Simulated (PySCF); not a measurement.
# C2H8SeSi (SMILES C[SiH2][Se]C): levels of theory compared

We compute a comparison of 5 runs (HF/STO-3G, HF/def2-SVPD, PBE/6-31G**, PBE0/def2-SVP, B2PLYP/def2-SVPD) of C2H8SeSi. Input form: a Python script.

The calculation is run with PySCF 2.14.0.

## (1) The system as given

The species is C2H8SeSi (12 atoms), meant as a singlet with charge 0. As SMILES, `C[SiH2][Se]C`. The coordinates come from a PBE0-D4/def2-TZVP relaxation. This is one conformer, not always the lowest.

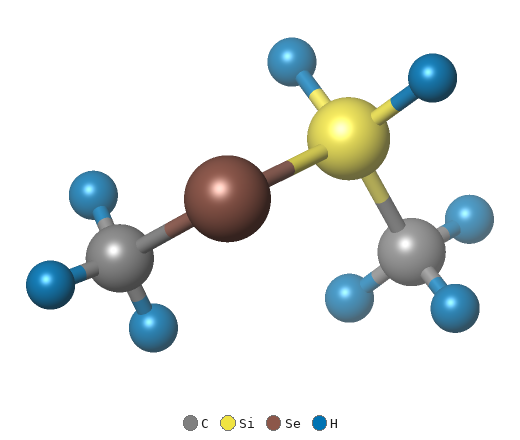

Viewed from a chosen angle; carbon grey, silicon yellow, selenium brown, hydrogen blue.

## (2) Energy and forces at HF/STO-3G (run 1)

Contents of input.xyz:

```xyz
12

C     -0.857100     1.568100    -0.011500
Si    -0.369500     0.232700     1.200600
Se     1.635000    -0.720200     0.711400
C      1.101700    -1.537200    -0.986500
H     -0.948000     1.164800    -1.022600
H     -1.822800     1.998900     0.266900
H     -0.111100     2.364900    -0.026200
H     -1.418700    -0.825000     1.220400
H     -0.203500     0.787200     2.569400
H      0.875700    -0.772000    -1.726200
H      0.244000    -2.190200    -0.835700
H      1.951200    -2.127200    -1.325800
```

Contents of input.py:

```python
import pyscf.grad
from pyscf import gto

molecule = gto.M(
    atom='input.xyz',
    max_memory=1860,
    verbose=4,
    basis='sto-3g',
)

myscf = molecule.RHF()
myscf.conv_tol = 1e-10
myscf.kernel()
if not myscf.converged:
    myscf = myscf.newton().run(myscf.mo_coeff, myscf.mo_occ)

e_final = myscf.e_tot
print('Final energy', e_final)
grad = myscf.Gradients().kernel()
dip = myscf.dip_moment()
pop, q = myscf.mulliken_pop()
```

Command:

```console
OMP_NUM_THREADS=1 python input.py
```

Log:

```text
PySCF version 2.14.0

[... 64 lines left out ...]
converged SCF energy = -2738.6814599448
Final energy -2738.6814599447957
[... 11 lines left out ...]
Dipole moment(X, Y, Z, Debye): -1.85503,  0.39330, -0.81774
[... 58 lines left out ...]
charge of   11H =      0.07766
```

Wall time 7.5 s (1 thread of Intel Xeon at 2.70GHz, shared host); peak memory 0.12 GiB.

## (3) Energy and forces at HF/def2-SVPD (run 2)

Contents of input.py:

```python
import pyscf.grad
from pyscf import gto

mol = gto.Mole()
mol.atom = '''
C     -1.619684     2.963280    -0.021732
Si    -0.698254     0.439739     2.268805
Se     3.089702    -1.360981     1.344351
C      2.081911    -2.904887    -1.864215
H     -1.791460     2.201153    -1.932434
H     -3.444593     3.777374     0.504368
H     -0.209949     4.469013    -0.049511
H     -2.680954    -1.559024     2.306222
H     -0.384559     1.487592     4.855462
H      1.654833    -1.458869    -3.262045
H      0.461093    -4.138878    -1.579244
H      3.687234    -4.019825    -2.505399
'''
mol.max_memory = 1860
mol.charge = 0
mol.unit = 'bohr'
mol.spin = 0
mol.verbose = 4
mol.basis = 'def2-svpd'
mol.build()

mf = mol.RHF()
mf.conv_tol = 1e-10
mf.kernel()
if not mf.converged:
    mf = mf.newton().run(mf.mo_coeff, mf.mo_occ)

e_tot = mf.e_tot
print('E(%s) = %.9f' % ('HF', e_tot))
grad = mf.Gradients().kernel()
dip = mf.dip_moment()
pop, q = mf.mulliken_pop()
```

Command:

```console
OMP_NUM_THREADS=1 python input.py
```

Log:

```text
PySCF version 2.14.0

[... 68 lines left out ...]
converged SCF energy = -2768.76162212875
[... 12 lines left out ...]
Dipole moment(X, Y, Z, Debye): -1.31958,  0.28461, -1.52549
[... 182 lines left out ...]
charge of   11H =      0.05591
```

Run time: 78 s. Hardware: 1 thread of Intel Xeon at 2.70GHz, shared host; peak memory 0.9 GiB.

Run 3 isn't shown in full; the table further down has it.

## (4) Energy and gradient at PBE0/def2-SVP (run 4)

Contents of input.py:

```python
from pyscf import gto, dft

mol = gto.M(
    atom='''
C     -0.857100     1.568100    -0.011500
Si    -0.369500     0.232700     1.200600
Se     1.635000    -0.720200     0.711400
C      1.101700    -1.537200    -0.986500
H     -0.948000     1.164800    -1.022600
H     -1.822800     1.998900     0.266900
H     -0.111100     2.364900    -0.026200
H     -1.418700    -0.825000     1.220400
H     -0.203500     0.787200     2.569400
H      0.875700    -0.772000    -1.726200
H      0.244000    -2.190200    -0.835700
H      1.951200    -2.127200    -1.325800
''',
    basis='def2-svp',
    charge=0,
    verbose=4,
    max_memory=1860,
    spin=0,
)

mf = dft.RKS(mol)
mf.xc = 'pbe0'
mf.grids.level = 5
mf.conv_tol = 1e-10
mf.kernel()
if not mf.converged:
    mf = mf.newton().run(mf.mo_coeff, mf.mo_occ)

e_final = mf.e_tot
print('Final energy', e_final)
grad = mf.nuc_grad_method().kernel()
dip = mf.dip_moment()
pop, q = mf.mulliken_pop()
```

Command:

```console
OMP_NUM_THREADS=1 python input.py
```

Log:

```text
PySCF version 2.14.0

[... 79 lines left out ...]
converged SCF energy = -2771.14983491791
Final energy -2771.1498349179083
[... 12 lines left out ...]
Dipole moment(X, Y, Z, Debye): -1.10162,  0.29869, -1.45383
[... 131 lines left out ...]
charge of   11H =      0.09026
```

Wall time 94 s (1 thread of Intel Xeon at 2.70GHz, shared host); peak memory 1.2 GiB.

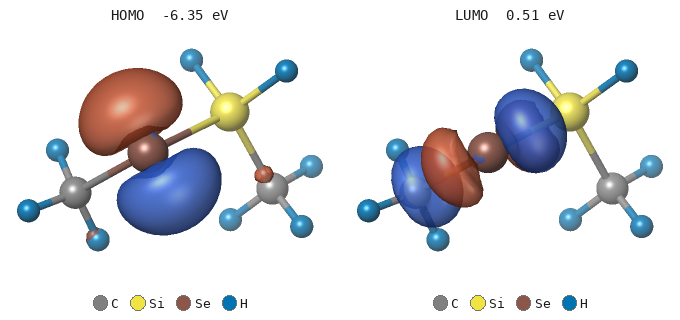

Frontier orbitals of this run, surfaces at ±0.2 Å^-3/2.

## (5) A single-point energy at B2PLYP/def2-SVPD (run 5)

Contents of run.py:

```python
from pyscf import gto, dft, mp

mol = gto.M(
    atom=[
    ('C', (-0.857100, 1.568100, -0.011500)),
    ('Si', (-0.369500, 0.232700, 1.200600)),
    ('Se', (1.635000, -0.720200, 0.711400)),
    ('C', (1.101700, -1.537200, -0.986500)),
    ('H', (-0.948000, 1.164800, -1.022600)),
    ('H', (-1.822800, 1.998900, 0.266900)),
    ('H', (-0.111100, 2.364900, -0.026200)),
    ('H', (-1.418700, -0.825000, 1.220400)),
    ('H', (-0.203500, 0.787200, 2.569400)),
    ('H', (0.875700, -0.772000, -1.726200)),
    ('H', (0.244000, -2.190200, -0.835700)),
    ('H', (1.951200, -2.127200, -1.325800)),
],
    max_memory=1860,
    verbose=4,
    basis='def2-svpd',
)

mf = dft.RKS(mol)
mf.xc = '0.53*HF + 0.47*B88, 0.73*LYP'
mf.conv_tol = 1e-10
mf.grids.level = 5
mf.kernel()
if not mf.converged:
    mf = mf.newton().run(mf.mo_coeff, mf.mo_occ)

pt = mp.MP2(mf, frozen=16).run()
e_final = mf.e_tot + 0.27 * pt.e_corr
print('PT2 part  %.8f' % (0.27 * pt.e_corr))
print(f'total energy: {e_final:.8f} hartree')
mf.analyze()
```

Command:

```console
OMP_NUM_THREADS=1 python run.py
```

Log:

```text
PySCF version 2.14.0

[... 102 lines left out ...]
MO #1   energy= -456.730773700068  occ= 2
[... 20 lines left out ...]
MO #22  energy= -0.85519626486824  occ= 2
[... 20 lines left out ...]
MO #43  energy= 0.113972450608549  occ= 0
[... 20 lines left out ...]
MO #64  energy= 0.305995597948056  occ= 0
[... 20 lines left out ...]
MO #85  energy= 0.479858108615644  occ= 0
[... 20 lines left out ...]
MO #106 energy= 0.851597974406029  occ= 0
[... 20 lines left out ...]
MO #127 energy= 1.26869971599346   occ= 0
[... 20 lines left out ...]
MO #148 energy= 2.16021521759201   occ= 0
[... 20 lines left out ...]
MO #169 energy= 3.72405558983061   occ= 0
[... 184 lines left out ...]
Dipole moment(X, Y, Z, Debye): -1.18243,  0.28259, -1.45012
```

It took 69 s on 1 thread of Intel Xeon at 2.70GHz, shared host; peak memory 1.4 GiB.

## (6) Overview of the runs

| run | level | integration grid | task | energy (Eh) | dipole moment (D) | HOMO energy (eV) | LUMO energy (eV) | wall time |
| --- | --- | --- | --- | --- | --- | --- | --- | --- |
| 1 | HF/STO-3G | – | gradient | -2738.681460 | 2.07 | -6.59 | 9.58 | 7.5 s |
| 2 | HF/def2-SVPD | – | gradient | -2768.761622 | 2.04 | -8.97 | 2.12 | 78 s |
| 3 | PBE/6-31G** (spherical functions) | 5 | gradient | -2771.154392 | 2.07 | -5.14 | -0.37 | 87 s |
| 4 | PBE0/def2-SVP | 5 | gradient | -2771.149835 | 1.85 | -6.35 | 0.51 | 94 s |
| 5 | B2PLYP/def2-SVPD | 5 | energy | -2771.047412 | 1.89 | -7.35 | 0.86 | 69 s |

## (7) Outcome

```
                                  quantity           value
                       run 5: total energy  -2771.04741 Eh
           run 5: dipole moment (SCF part)          1.89 D
  run 5: HOMO energy (SCF part's orbitals)        -7.35 eV
  run 5: LUMO energy (SCF part's orbitals)         0.86 eV
run 5: HOMO–LUMO gap (SCF part's orbitals)         8.21 eV
```

In words: The dipole moment (its size) runs from 1.85 D (PBE0/def2-SVP) to 2.07 D (PBE/6-31G**). The two ends differ in method and basis. The HOMO–LUMO gap runs from 4.77 eV (PBE/6-31G**) to 16.18 eV (HF/STO-3G). Totals of different functionals can't be ranked against each other. In run 1 the basis is minimal, so the values are rough. All runs together took 5.6 min, the longest 94 s.
